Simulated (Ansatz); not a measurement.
**CH3FGeS: one molecule under many settings**

Aim: run CH3FGeS under a spread of inputs, and see what each costs and gives.

The runs use Ansatz 0.2.0, Gaussian basis; the settings change from run to run.

## 1. The relaxed structure

The structure was relaxed beforehand with PBE0-D4 in a triple-zeta def2 set.

SMILES `C[S][Ge][F]`, 7 atoms, charge 0, spin multiplicity 1.

Atoms are counted from 1 here; the program's logs count them from 0.

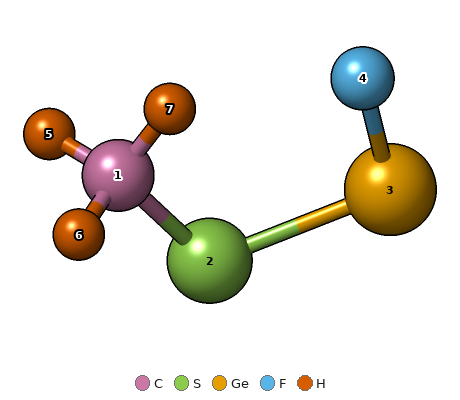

The geometry (carbon pink, sulfur green, germanium amber, fluorine blue, hydrogen orange); atoms are numbered from 1 in the order of the file.

## 2. wB97M-V/aug-cc-pVTZ

Set apart from the defaults: a grid of angular degree 47, the search for lower states set to full.

Contents of in.yaml:

```yaml
crystal:
  periodic: [false, false, false]
  atoms:
    - {symbol: C, position_ang: [-0.605466, 0.439179, 0.505523]}
    - {symbol: S, position_ang: [-0.887148, -0.729773, -0.850423]}
    - {symbol: Ge, position_ang: [1.120073, -1.369148, -1.566014]}
    - {symbol: F, position_ang: [2.118343, -0.419777, -0.456017]}
    - {symbol: H, position_ang: [-1.068390, 1.389317, 0.242154]}
    - {symbol: H, position_ang: [-1.076688, 0.043570, 1.404337]}
    - {symbol: H, position_ang: [0.460375, 0.578730, 0.674840]}
basis:
  gaussian: {orbitals: aug-cc-pVTZ, final_grid: {core_spheres: 20, valence_spheres: 16, degree: 47}}
hamiltonian: {xc: {name: wB97M-V}}
scf: {lower_state_search: full}
output: {forces: true}
```

On the command line:

```bash
ansatz run in.yaml --threads 4 --pin off --events-out ev --progress --plain --max-ram 10444MiB
```

Log, shortened:

```text
Functional definition: wB97M-V
  name "wB97M-V"
  cite "Mardirossian & Head-Gordon, J. Chem. Phys. 144, 214110 (2016) doi:10.1063/1.4952647"
  cite "Becke, J. Chem. Phys. 107, 8554 (1997) doi:10.1063/1.475007"
  cite "Vydrov & Van Voorhis, J. Chem. Phys. 133, 244103 (2010) doi:10.1063/1.3521275"
  # Of w^i u^j: cxij and so on, Table III.
[...]
  gx(w, u) = 1 - cx + cx01*u + cx10*w
  gss(w, u) = css00 + css04*u^4 + css10*w + css20*w^2 + css43*w^4*u^3
  gos(w, u) = cos00 + cos10*w + (cos20 + cos21*u)*w^2 + (cos60 + cos61*u)*w^6
[...]
      + integral(e_c_pw_mod_opposite_spin*gos(b97_w_opposite, b97_u_opposite)) + vv10(b, c)
1404 factors; their error is unknown
412 factors; integrals over basis functions are off by at most 2.6e-5 eV
[...]
mean field -71156.34608431 eV, -2614.9474870948 hartree, gradient 7.1e-5 eV, S^2 0.000000; 0 other end points of the search recorded, 0 dependent functions left out
[...]
reference -71156.34614992 eV, -2614.9474895058 hartree; 33, 33 occupied and 237, 237 virtual orbitals, 1404 factors
Total energy: -71156.34614992 eV, -2614.9474895058 hartree
Atom 0 at    -0.605466     0.439179     0.505523 Å, force     0.046292     0.202094     0.234680 eV/Å
Atom 1 at    -0.887148    -0.729773    -0.850423 Å, force    -0.002461    -0.164224    -0.189972 eV/Å
Atom 2 at     1.120073    -1.369148    -1.566014 Å, force    -0.055452    -0.032914    -0.038844 eV/Å
Atom 3 at     2.118343    -0.419777    -0.456017 Å, force     0.016307     0.035856     0.041639 eV/Å
Atom 4 at    -1.068390     1.389317     0.242154 Å, force     0.056937    -0.093862     0.041251 eV/Å
Atom 5 at    -1.076688     0.043570     1.404337 Å, force     0.057657     0.054219    -0.086496 eV/Å
Atom 6 at     0.460375     0.578730     0.674840 Å, force    -0.119279    -0.001168    -0.002260 eV/Å
Dipole moment:    -0.091111    -0.003905    -0.005449 e Å
```

Wall time 8.5 s (4 threads of Intel Xeon Platinum 8488C, shared host); peak memory 1.2 GiB.

Largest force 0.313 eV/Å, dipole 0.44 D.

## 3. revPBE/aug-cc-pVDZ

Edit in.yaml of step 2 so:

```diff
@@ -11,5 +11,4 @@
 basis:
-  gaussian: {orbitals: aug-cc-pVTZ, final_grid: {core_spheres: 20, valence_spheres: 16, degree: 47}}
-hamiltonian: {xc: {name: wB97M-V}}
-scf: {lower_state_search: full}
+  gaussian: {orbitals: aug-cc-pVDZ}
+hamiltonian: {xc: {name: revPBE}}
 output: {forces: true}
```

Launched as before.

Log, shortened:

```text
Functional definition: revPBE
  name "revPBE"
  cite "Zhang & Yang, Phys. Rev. Lett. 80, 890 (1998) doi:10.1103/PhysRevLett.80.890"
  cite "Perdew, Burke & Ernzerhof, Phys. Rev. Lett. 77, 3865 (1996) doi:10.1103/PhysRevLett.77.3865"
[...]
1385 factors; their error is unknown
[...]
mean field -71150.42047466 eV, -2614.7297249566 hartree, gradient 4.7e-5 eV, S^2 0.000000; 0 other end points of the search recorded, 0 dependent functions left out
[...]
reference -71150.42055677 eV, -2614.7297279741 hartree; 33, 33 occupied and 103, 103 virtual orbitals, 1385 factors
Total energy: -71150.42055677 eV, -2614.7297279741 hartree
Atom 0 at    -0.605466     0.439179     0.505523 Å, force     0.014730     0.121612     0.140625 eV/Å
Atom 1 at    -0.887148    -0.729773    -0.850423 Å, force    -0.780163    -0.259289    -0.309169 eV/Å
Atom 2 at     1.120073    -1.369148    -1.566014 Å, force    -0.114086    -0.924131    -1.070424 eV/Å
Atom 3 at     2.118343    -0.419777    -0.456017 Å, force     0.863620     0.688330     0.806479 eV/Å
Atom 4 at    -1.068390     1.389317     0.242154 Å, force    -0.216350     0.448074    -0.103293 eV/Å
Atom 5 at    -1.076688     0.043570     1.404337 Å, force    -0.220365    -0.165827     0.426959 eV/Å
Atom 6 at     0.460375     0.578730     0.674840 Å, force     0.452614     0.091231     0.108823 eV/Å
Dipole moment:    -0.123427     0.036783     0.041241 e Å
```

Run time: 1.2 s. Hardware: 4 threads of Intel Xeon Platinum 8488C, shared host.

Largest force 1.419 eV/Å, dipole 0.65 D.

## 4. wPBEh/def2-TZVPP

Options: unrestricted orbitals.

Edit in.yaml of step 3 so:

```diff
@@ -11,4 +11,4 @@
 basis:
-  gaussian: {orbitals: aug-cc-pVDZ}
-hamiltonian: {xc: {name: revPBE}}
-output: {forces: true}
+  gaussian: {orbitals: def2-TZVPP}
+magnetization: {spin_polarized: true, initial_magnetization: 0}
+hamiltonian: {xc: {name: wPBEh}}
```

Same command.

Log, shortened:

```text
Functional definition: wPBEh
  name "wPBEh"
  cite "Heyd, Scuseria & Ernzerhof, J. Chem. Phys. 118, 8207 (2003) doi:10.1063/1.1564060"
  cite "Krukau, Vydrov, Izmaylov & Scuseria, J. Chem. Phys. 125, 224106 (2006) doi:10.1063/1.2404663"
  cite "Heyd & Scuseria, J. Chem. Phys. 120, 7274 (2004) doi:10.1063/1.1668634"
  cite "Ernzerhof & Perdew, J. Chem. Phys. 109, 3313 (1998) doi:10.1063/1.476928"
  cite "Perdew, Burke & Ernzerhof, Phys. Rev. Lett. 77, 3865 (1996) doi:10.1103/PhysRevLett.77.3865"
  parent pbe
[...]
1229 factors; their error is unknown
89 factors; integrals over basis functions are off by at most 3.5e-7 eV
[...]
mean field -71146.03395878 eV, -2614.5685234712 hartree, gradient 1.6e-5 eV, S^2 0.000000; 0 other end points of the search recorded, 0 dependent functions left out
reference -71146.03399114 eV, -2614.5685246605 hartree; 33, 33 occupied and 161, 161 virtual orbitals, 1229 factors
Total energy: -71146.03399114 eV, -2614.5685246605 hartree
```

Wall time 3.1 s (4 threads of Intel Xeon Platinum 8488C, shared host); peak memory 0.76 GiB.

⟨S²⟩ 0.000.

## 5. revPBE0/6-31G*

Options: relativity set to none, high accuracy, the search for lower states set to light.

Edit in.yaml of step 4 so:

```diff
@@ -11,4 +11,6 @@
 basis:
-  gaussian: {orbitals: def2-TZVPP}
-magnetization: {spin_polarized: true, initial_magnetization: 0}
-hamiltonian: {xc: {name: wPBEh}}
+  gaussian: {orbitals: "6-31G*"}
+hamiltonian: {xc: {name: revPBE0}, pseudopotentials: {relativity: none}}
+accuracy: high
+scf: {lower_state_search: light}
+output: {forces: true}
```

Same command.

Log, shortened:

```text
Functional definition: revPBE0
  name "revPBE0"
  cite "Zhang & Yang, Phys. Rev. Lett. 80, 890 (1998) doi:10.1103/PhysRevLett.80.890"
  cite "Adamo & Barone, J. Chem. Phys. 110, 6158 (1999) doi:10.1063/1.478522"
  cite "Perdew, Burke & Ernzerhof, Phys. Rev. Lett. 77, 3865 (1996) doi:10.1103/PhysRevLett.77.3865"
[...]
1833 factors; integrals over basis functions are off by at most 5.8e-9 eV
[...]
mean field -71142.39154623 eV, -2614.4346672790 hartree, gradient 2.1e-8 eV, S^2 0.000000; 0 other end points of the search recorded, 0 dependent functions left out
[...]
reference -71142.39154896 eV, -2614.4346673792 hartree; 33, 33 occupied and 57, 57 virtual orbitals, 1833 factors
Total energy: -71142.39154896 eV, -2614.4346673792 hartree
Atom 0 at    -0.605466     0.439179     0.505523 Å, force     0.028404     0.112668     0.130466 eV/Å
Atom 1 at    -0.887148    -0.729773    -0.850423 Å, force    -0.331261    -0.170013    -0.200520 eV/Å
Atom 2 at     1.120073    -1.369148    -1.566014 Å, force     0.230395    -0.099184    -0.112099 eV/Å
Atom 3 at     2.118343    -0.419777    -0.456017 Å, force     0.059609     0.022557     0.026677 eV/Å
Atom 4 at    -1.068390     1.389317     0.242154 Å, force    -0.036455     0.117790     0.009924 eV/Å
Atom 5 at    -1.076688     0.043570     1.404337 Å, force    -0.037438    -0.007009     0.117777 eV/Å
Atom 6 at     0.460375     0.578730     0.674840 Å, force     0.086746     0.023190     0.027775 eV/Å
Dipole moment:    -0.040615     0.049032     0.056377 e Å
```

Run time: 2.7 s. Hardware: 4 threads of Intel Xeon Platinum 8488C, shared host.

Largest force 0.423 eV/Å, dipole 0.41 D.

## 6. r2SCAN/STO-3G

Set apart from the defaults: charge -1, multiplicity 2, coordinates scaled by 1.12, D3(BJ) dispersion, high accuracy.

Contents of in.yaml:

```yaml
crystal:
  periodic: [false, false, false]
  atoms:
    - {symbol: C, position_ang: [-0.678122, 0.491881, 0.566185]}
    - {symbol: S, position_ang: [-0.993606, -0.817346, -0.952473]}
    - {symbol: Ge, position_ang: [1.254482, -1.533446, -1.753936]}
    - {symbol: F, position_ang: [2.372544, -0.470150, -0.510739]}
    - {symbol: H, position_ang: [-1.196596, 1.556036, 0.271212]}
    - {symbol: H, position_ang: [-1.205890, 0.048799, 1.572857]}
    - {symbol: H, position_ang: [0.515620, 0.648178, 0.755821]}
basis:
  gaussian: {orbitals: STO-3G}
total_charge: -1
magnetization: {spin_polarized: true, initial_magnetization: 1}
hamiltonian: {xc: {name: r2SCAN}, dispersion: d3bj}
accuracy: high
```

Launched as before.

Log, shortened:

```text
Warning: the engine holds no damping parameters fitted to this dispersion correction and functional, so the run takes those fitted to r2scan beside the three-body term, which d3bj leaves out (hamiltonian.dispersion, under Limitations)
Functional definition: r2SCAN
  name "r2SCAN"
  cite "Furness, Kaplan, Ning, Perdew & Sun, J. Phys. Chem. Lett. 11, 8208 (2020) doi:10.1021/acs.jpclett.0c02405"
  cite "Furness, Kaplan, Ning, Perdew & Sun, J. Phys. Chem. Lett. 11, 9248 (2020) doi:10.1021/acs.jpclett.0c03077"
  parent r2scan
[...]
666 factors; integrals over basis functions are off by at most 2.4e-8 eV
[...]
mean field -70326.54161108 eV, -2584.4527351651 hartree, gradient 6.0e-8 eV, S^2 0.756807; 10 other end points of the search recorded, 0 dependent functions left out
reference -70326.54161202 eV, -2584.4527351998 hartree; 34, 33 occupied and 6, 7 virtual orbitals, 666 factors
Total energy: -70326.58306444 eV, -2584.4542585480 hartree
```

Run time: 3.9 s. Hardware: 4 threads of Intel Xeon Platinum 8488C, shared host.

⟨S²⟩ 0.757.

## 7. SVWN5/aug-pcseg-2

Set apart from the defaults: multiplicity 3, the search for lower states set to off.

Contents of in.yaml:

```yaml
crystal:
  periodic: [false, false, false]
  atoms:
    - {symbol: C, position_ang: [-0.605466, 0.439179, 0.505523]}
    - {symbol: S, position_ang: [-0.887148, -0.729773, -0.850423]}
    - {symbol: Ge, position_ang: [1.120073, -1.369148, -1.566014]}
    - {symbol: F, position_ang: [2.118343, -0.419777, -0.456017]}
    - {symbol: H, position_ang: [-1.068390, 1.389317, 0.242154]}
    - {symbol: H, position_ang: [-1.076688, 0.043570, 1.404337]}
    - {symbol: H, position_ang: [0.460375, 0.578730, 0.674840]}
basis:
  gaussian: {orbitals: aug-pcseg-2}
magnetization: {spin_polarized: true, initial_magnetization: 2}
hamiltonian: {xc: {name: SVWN5}}
scf: {lower_state_search: off}
```

The command is unchanged.

Log, shortened:

```text
Functional definition: SVWN5
  name "SVWN5"
  cite "Dirac, Proc. Camb. Phil. Soc. 26, 376 (1930) doi:10.1017/S0305004100016108"
  cite "Slater, Phys. Rev. 81, 385 (1951) doi:10.1103/PhysRev.81.385"
  cite "Vosko, Wilk & Nusair, Can. J. Phys. 58, 1200 (1980) doi:10.1139/p80-159"
[...]
1341 factors; their error is unknown
[...]
mean field -71008.98155384 eV, -2609.5319404874 hartree, gradient 8.4e-6 eV, S^2 2.001860; 0 other end points of the search recorded, 0 dependent functions left out
reference -71008.98161559 eV, -2609.5319427563 hartree; 34, 32 occupied and 236, 238 virtual orbitals, 1341 factors
Total energy: -71008.98161559 eV, -2609.5319427563 hartree
Checks for a lower state left out: stability, starts, cluster_reference, orbital_swaps, neighbouring_geometries, increment
```

It took 1.8 s on 4 threads of Intel Xeon Platinum 8488C, shared host.

⟨S²⟩ 2.002.

## 8. RPBE/aug-cc-pVDZ

Options: coordinates scaled by 0.96, D3(BJ) dispersion, relativity set to none.

Contents of in.yaml:

```yaml
crystal:
  periodic: [false, false, false]
  atoms:
    - {symbol: C, position_ang: [-0.581248, 0.421612, 0.485302]}
    - {symbol: S, position_ang: [-0.851662, -0.700582, -0.816406]}
    - {symbol: Ge, position_ang: [1.075270, -1.314382, -1.503373]}
    - {symbol: F, position_ang: [2.033610, -0.402986, -0.437776]}
    - {symbol: H, position_ang: [-1.025654, 1.333745, 0.232467]}
    - {symbol: H, position_ang: [-1.033620, 0.041828, 1.348163]}
    - {symbol: H, position_ang: [0.441960, 0.555581, 0.647847]}
basis:
  gaussian: {orbitals: aug-cc-pVDZ}
hamiltonian: {xc: {name: RPBE}, dispersion: d3bj, pseudopotentials: {relativity: none}}
```

Same command.

Log:

```text
Functional definition: RPBE
  name "RPBE"
  cite "Hammer, Hansen & Nørskov, Phys. Rev. B 59, 7413 (1999) doi:10.1103/PhysRevB.59.7413"
  cite "Perdew, Burke & Ernzerhof, Phys. Rev. Lett. 77, 3865 (1996) doi:10.1103/PhysRevLett.77.3865"
  parameter kappa = 0.804
  parameter beta = 0.06672455060314922
  exchange = rpbe_x(kappa = kappa, mu = beta*pi^2/3)
  correlation = pbe_c(beta = beta)
1385 factors; their error is unknown
mean field evaluation 1: about -71143.1707 eV, gradient 6.7e1 eV
mean field evaluation 2: about -71103.9919 eV, gradient 1.4e2 eV
mean field evaluation 4: about -71153.0902 eV, gradient 1.4e1 eV
mean field evaluation 8: about -71153.4579 eV, gradient 1.0e-1 eV
mean field evaluation 16: about -71153.4211 eV, gradient 2.0e-4 eV
mean field -71153.42112750 eV, -2614.8399969146 hartree, gradient 2.9e-5 eV, S^2 0.000000; 0 other end points of the search recorded, 0 dependent functions left out
reference -71153.42119351 eV, -2614.8399993405 hartree; 33, 33 occupied and 103, 103 virtual orbitals, 1385 factors
Total energy: -71154.59603406 eV, -2614.8831739341 hartree
```

Run time: 1 s. Hardware: 4 threads of Intel Xeon Platinum 8488C, shared host.

## 9. r2SCANh/pcseg-2

Options: charge +1, multiplicity 2, restricted open-shell orbitals, atoms shaken by 0.03 Å.

Contents of in.yaml:

```yaml
crystal:
  periodic: [false, false, false]
  atoms:
    - {symbol: C, position_ang: [-0.626242, 0.483269, 0.448729]}
    - {symbol: S, position_ang: [-0.919964, -0.780990, -0.840728]}
    - {symbol: Ge, position_ang: [1.115679, -1.331754, -1.570519]}
    - {symbol: F, position_ang: [2.132221, -0.404795, -0.474093]}
    - {symbol: H, position_ang: [-1.111873, 1.333759, 0.254853]}
    - {symbol: H, position_ang: [-1.063901, 0.012281, 1.421242]}
    - {symbol: H, position_ang: [0.455302, 0.486111, 0.668532]}
basis:
  gaussian: {orbitals: pcseg-2}
total_charge: 1
magnetization: {spin_polarized: false, initial_magnetization: 1}
hamiltonian: {xc: {name: r2SCANh}}
output: {forces: true}
```

Launched as before.

Log, shortened:

```text
Functional definition: r2SCANh
  name "r2SCANh"
  cite "Bursch, Neugebauer, Ehlert & Grimme, J. Chem. Phys. 156, 134105 (2022) doi:10.1063/5.0086040"
  cite "Furness, Kaplan, Ning, Perdew & Sun, J. Phys. Chem. Lett. 11, 8208 (2020) doi:10.1021/acs.jpclett.0c02405"
  cite "Furness, Kaplan, Ning, Perdew & Sun, J. Phys. Chem. Lett. 11, 9248 (2020) doi:10.1021/acs.jpclett.0c03077"
  parent r2scan
[...]
1093 factors; their error is unknown
[...]
mean field -71148.04672317 eV, -2614.6424911982 hartree, gradient 9.7e-6 eV, S^2 0.750000; 3 other end points of the search recorded, 0 dependent functions left out
[...]
reference -71148.04673750 eV, -2614.6424917251 hartree; 33, 32 occupied and 146, 147 virtual orbitals, 1093 factors
Total energy: -71148.04673750 eV, -2614.6424917251 hartree
Atom 0 at    -0.626242     0.483269     0.448729 Å, force     1.673348    -4.941220     2.257031 eV/Å
Atom 1 at    -0.919964    -0.780990    -0.840728 Å, force    -0.605228     0.526388     0.713196 eV/Å
Atom 2 at     1.115679    -1.331754    -1.570519 Å, force     1.223169     0.833094     0.743899 eV/Å
Atom 3 at     2.132221    -0.404795    -0.474093 Å, force    -0.650874    -0.883560    -0.919958 eV/Å
Atom 4 at    -1.111873     1.333759     0.254853 Å, force    -1.485643     3.331173    -0.996989 eV/Å
Atom 5 at    -1.063901     0.012281     1.421242 Å, force     0.438017     0.537517    -1.583582 eV/Å
Atom 6 at     0.455302     0.486111     0.668532 Å, force    -0.592789     0.596608    -0.213597 eV/Å
Dipole moment:    -0.424249    -0.048893     0.081662 e Å
```

Wall time 10 s (4 threads of Intel Xeon Platinum 8488C, shared host); peak memory 0.73 GiB.

Largest force 5.684 eV/Å.

## 10. r2SCANh/x2c-TZVPPall

Options: finite nuclei.

Contents of in.yaml:

```yaml
crystal:
  periodic: [false, false, false]
  atoms:
    - {symbol: C, position_ang: [-0.605466, 0.439179, 0.505523]}
    - {symbol: S, position_ang: [-0.887148, -0.729773, -0.850423]}
    - {symbol: Ge, position_ang: [1.120073, -1.369148, -1.566014]}
    - {symbol: F, position_ang: [2.118343, -0.419777, -0.456017]}
    - {symbol: H, position_ang: [-1.068390, 1.389317, 0.242154]}
    - {symbol: H, position_ang: [-1.076688, 0.043570, 1.404337]}
    - {symbol: H, position_ang: [0.460375, 0.578730, 0.674840]}
basis:
  gaussian: {orbitals: x2c-TZVPPall, nuclear_model: gaussian}
hamiltonian: {xc: {name: r2SCANh}}
```

The command is unchanged.

Log, shortened:

```text
Functional definition: r2SCANh
  name "r2SCANh"
  cite "Bursch, Neugebauer, Ehlert & Grimme, J. Chem. Phys. 156, 134105 (2022) doi:10.1063/5.0086040"
  cite "Furness, Kaplan, Ning, Perdew & Sun, J. Phys. Chem. Lett. 11, 8208 (2020) doi:10.1021/acs.jpclett.0c02405"
  cite "Furness, Kaplan, Ning, Perdew & Sun, J. Phys. Chem. Lett. 11, 9248 (2020) doi:10.1021/acs.jpclett.0c03077"
  parent r2scan
[...]
1196 factors; their error is unknown
[...]
mean field -71782.00923359 eV, -2637.9401837412 hartree, gradient 1.9e-5 eV, S^2 0.000000; 0 other end points of the search recorded, 0 dependent functions left out
reference -71782.00924267 eV, -2637.9401840746 hartree; 33, 33 occupied and 161, 161 virtual orbitals, 1196 factors
Total energy: -71782.00924267 eV, -2637.9401840746 hartree
Relativity: scalar
```

Wall time 2.3 s (4 threads of Intel Xeon Platinum 8488C, shared host).

## 11. All runs side by side

```
               level  charge  multiplicity  geometry  functions  energy (eV)   time
 wB97M-V/aug-cc-pVTZ       0             1   relaxed        270   -71156.346  8.5 s
  revPBE/aug-cc-pVDZ       0             1   relaxed        136   -71150.421  1.2 s
    wPBEh/def2-TZVPP       0             1   relaxed        194   -71146.034  3.1 s
      revPBE0/6-31G*       0             1   relaxed         90   -71142.392  2.7 s
       r2SCAN/STO-3G      -1             2    scaled         40   -70326.583  3.9 s
   SVWN5/aug-pcseg-2       0             3   relaxed        270   -71008.982  1.8 s
    RPBE/aug-cc-pVDZ       0             1    scaled        136   -71154.596    1 s
     r2SCANh/pcseg-2       1             2    shaken        179   -71148.047   10 s
r2SCANh/x2c-TZVPPall       0             1   relaxed        194   -71782.009  2.3 s
```

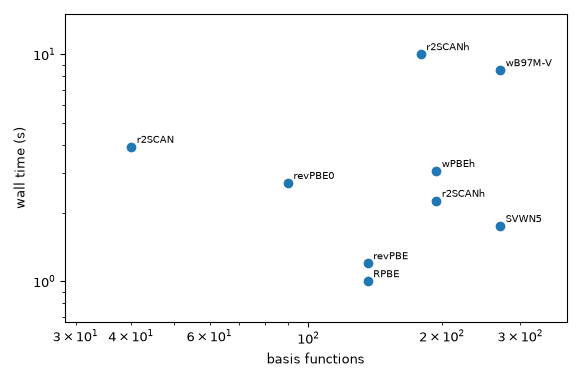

Wall time against the number of basis functions (shared host).

## 12. What came out

| quantity | value |
| --- | --- |
| runs | 9 |
| quickest | RPBE/aug-cc-pVDZ, 1 s |
| slowest | r2SCANh/pcseg-2, 10 s |
| spread of total energies, same state and geometry | 639.6 eV |
| dipole, same state and geometry | 0.41 to 0.65 D |

r2SCANh/pcseg-2 took 10 times as long as RPBE/aug-cc-pVDZ. The jobs differ in tasks and options as well as level. The totals spread over 640 eV; they can't be compared across methods or bases. Some of these runs are scalar-relativistic and others not, which shifts the totals of all-electron atoms past neon by eV; core potentials, where a basis has them, take the core out of the total altogether. At the PBE0-D4/def2-TZVP geometry and in the same state, runs without warnings or point charges leave forces up to 1.42 eV/Å (revPBE/aug-cc-pVDZ). At that geometry and state the dipole changes by 59 % between the lowest and highest value.
